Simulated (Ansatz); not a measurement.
## Fields on a plane of WC (WC type, space group P-6m2)

```
WC
1.0
    2.92185     0.00000     0.00000
   -1.46093     2.53040     0.00000
    0.00000     0.00000     2.84710
W C
1 1
Direct
  0.00000   0.00000   0.00000
  0.66667   0.33333   0.50000
```

The slice is a (-1 2 -1 0) plane (indices of the conventional cell) through the point (0.667, 0.333, 0.500) (fractional), spanned by u = [001] and v = [210] in vectors of this cell: u (2.85 Å) and v (5.06 Å, at 90° to u). It covers one period; positions are fractions (u, v).

Atoms on it: W at (0.50, 0.67); C at (0.00, 0.00).

All values below come from PBE (plane waves to 420 eV, PAW, scalar-relativistic; Ansatz, a program for electronic structure). k mesh 18×18×16. These are valence fields of a PAW run, semicore shells included where kept as valence: close to a nucleus they are smooth pseudo fields. Spin-orbit coupling is left out, though W is heavy. WC is run without spin polarisation. WC was relaxed with its symmetry unable to fall.

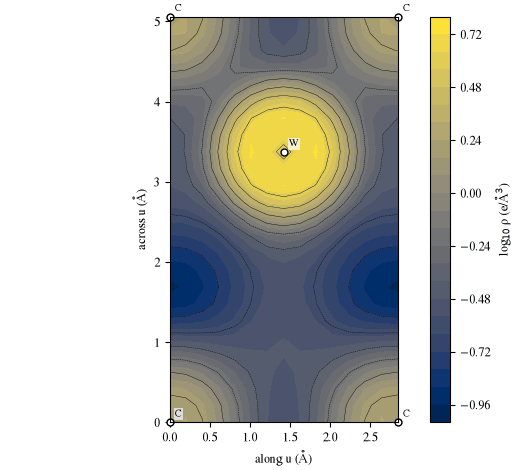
Log₁₀ of the valence density in e/Å³, one period of the plane, atoms marked. The scale is logarithmic, as a density can span decades between atoms and voids.

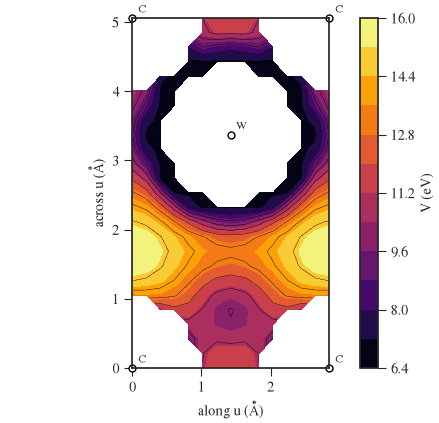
Electrostatic potential energy of an electron, from the cell's mean, in eV, one period of the plane, atoms marked. Points within 0.9 Å of a nucleus are left white, as the pseudised field means little there. Values under 7 eV are set to 7. The zero, the cell's mean, hangs on the PAW cores.

The density on the W–C line (2.21 Å) at its density minimum, 1.2 Å from W is 0.64 e/Å³ and the ELF at that point is 0.4.
